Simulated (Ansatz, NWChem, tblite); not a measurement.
**A small benchmark: dipole moment**

10 molecules with oxygen; the dipole moment in D, computed less measured. Shapes, held fixed at every level: PBE0-D4/def2-TZVP. No vibrational averaging. Dipoles are compared by magnitude; molecules under 1 D, whose direction can flip, are left out. Programs: Ansatz 0.2.0, NWChem 7.3.0, tblite 0.8.0. A level may come from different programs for different species; with the same settings they agree closely. Measured values: NIST CCCBDB.

Levels: A = IPEA1-xTB; B = PBE0/def2-SVP; C = B3LYP/6-31G* (Cartesian functions).

```csv
molecule,measured,A,B,C
NClO (nitrosyl chloride),1.90,-0.17,-0.30,-0.04
HOF (SMILES OF),2.23,+0.17,-0.21,-0.26
NOF (nitrosyl fluoride),1.81,-0.28,-0.56,-0.70
HNO (nitroxyl),1.67,+0.42,+0.04,-0.06
CHFO (formyl fluoride),2.02,+0.25,-0.01,-0.05
SO2F2 (SMILES O=S(=O)(F)F),1.12,-0.66,-0.08,+0.06
C2H3FO (acetyl fluoride),2.96,+0.49,-0.11,-0.19
C3H3NO (oxazole),1.50,+0.77,+0.05,+0.05
C2H6O (SMILES COC),1.30,+0.44,0.00,-0.06
C3H6O (propylene oxide),2.01,+0.48,-0.04,-0.08
```

Task: Which level does best on this set, which worst, and which err to one side?

Result: 
```
                             level            kind  mean error  mean absolute error  worst case
                         IPEA1-xTB  semi-empirical      +0.191                0.413      C3H3NO
                     PBE0/def2-SVP   global hybrid      -0.122                0.140         NOF
B3LYP/6-31G* (Cartesian functions)   global hybrid      -0.133                0.155         NOF
```

On this set PBE0/def2-SVP has the smallest mean absolute error and IPEA1-xTB the largest. PBE0/def2-SVP is too low in 7 of 10; B3LYP/6-31G* (Cartesian functions) is too low in 8 of 10. The levels differ in basis as well as in method. The tabulated values of HOF, NOF are in doubt (older tables, estimates, or at odds with other calculations) and kept here. Over the 8 molecules whose values aren't doubted the mean absolute errors are A 0.460; B 0.079; C 0.074. The smallest two are near a tie. The set is small.

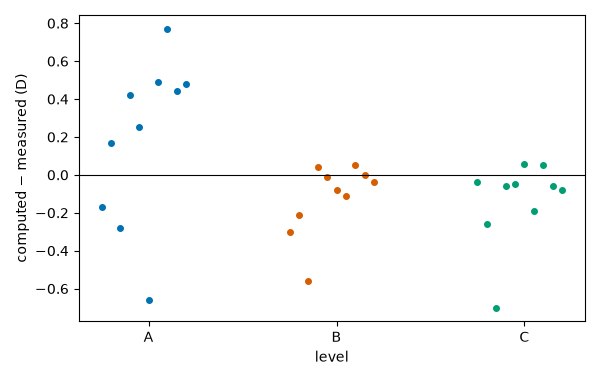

Errors of each level, one point a molecule.
